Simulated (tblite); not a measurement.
# Run report: CH₅GeNSi, frequency calculation

The run: frequency calculation of CH₅GeNSi, SMILES N#[C][GeH2][SiH3]. Method and program: GFN2-xTB harmonic vibrations, gas phase (tblite 0.8.0).

It belongs to a series of runs on one base structure; here: H on Ge replaced by CN.

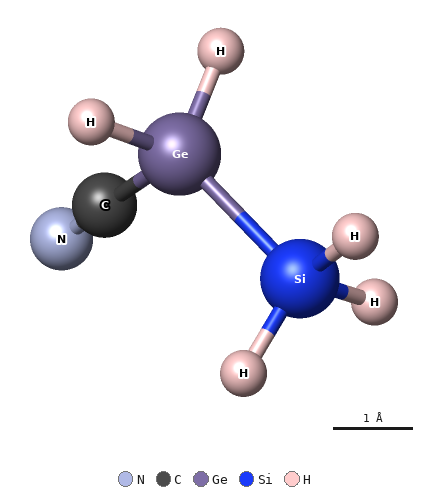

*The input geometry (ball-and-stick view, seen at an oblique angle). Sticks mark near contacts.*

Bond lengths as drawn: C–Ge 1.91 Å, C–N 1.15 Å, Ge–H 1.51 Å, Ge–Si 2.35 Å and H–Si 1.46 Å.

Key numbers

```json
{"quantity": "outcome", "value": "converged"}
{"quantity": "total energy", "value": "−305.1734 eV"}
{"quantity": "zero-point energy", "value": "28.9270 kcal/mol"}
{"quantity": "hardware", "value": "1 CPU thread, shared host"}
{"quantity": "peak memory", "value": "0.18 GiB"}
```

Input
```
{"job": {"kind": "ir", "xc": "GFN2-xTB", "basis": "xTB"}, "charge": 0, "multiplicity": 1}
N      2.878550    -1.181505    -0.385683
C      2.024058    -0.434153    -0.228685
Ge     0.546520     0.755092     0.031688
Si    -1.484453    -0.419427     0.082222
H      0.976640     1.501034     1.271758
H      0.769920     1.757703    -1.074465
H     -1.663213    -1.118473    -1.189450
H     -2.581761     0.526203     0.283929
H     -1.452698    -1.380480     1.183506
```

The first line tells a small driver script what to run in tblite; the rest is the geometry in Å.

Run as:
```bash
OMP_NUM_THREADS=1 python <driver script> task.json out
```

The program's output
```
mode    cm-1     km/mol
  1      17.7      0.15
  2      75.0      4.98
  3     239.7     16.81
  4     291.4      3.43
  5     307.6     22.37
  6     358.1      9.52
  7     470.4     41.69
  8     483.5      0.31
  9     484.7      5.44
 10     653.7     26.07
 11     657.5    610.19
 12     773.8    140.00
 13     774.4    145.07
 14     776.7    437.11
 15     863.7    111.54
 16    1905.1    317.46
 17    1962.0    482.94
 18    2263.3     94.72
 19    2272.1    349.59
 20    2275.6    367.71
 21    2328.9     62.39
```

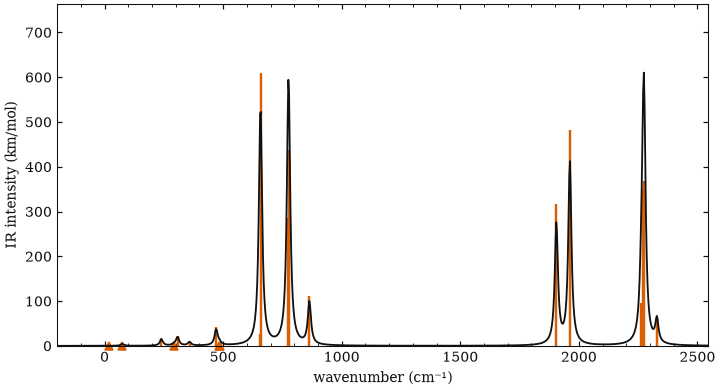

*Harmonic infrared spectrum, unscaled: sticks (degenerate modes added up, dark ones marked on the axis) with a Lorentzian envelope of 16 cm⁻¹ full width, scaled to the tallest stick.*

21 modes from 18 to 2329 cm⁻¹, none imaginary. The strongest line is at 658 cm⁻¹ (610 km/mol).
